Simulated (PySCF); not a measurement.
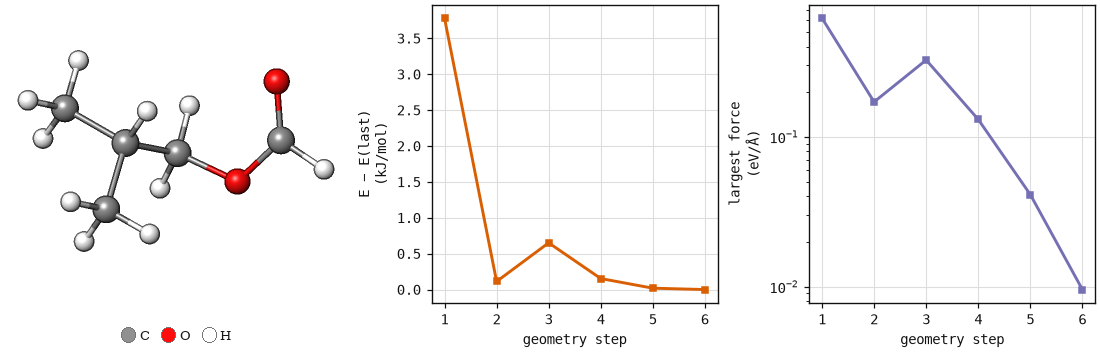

Beside the plot: the molecule at the start.

History of a geometry optimisation.

System: isobutyl formate (SMILES CC(C)COC=O).
Method: PBE0-D3(BJ)/def2-SVP, geometry optimisation in PySCF 2.14.0, density fitting.

### How did the optimisation end?

The optimisation met its thresholds at geometry 6, counting the start as the first. The energy fell by about 3.8 kJ/mol from the first step to the last, with a rise at step 3. The largest force goes from about 0.62 eV/Å at the start to 0.01 eV/Å at the end.
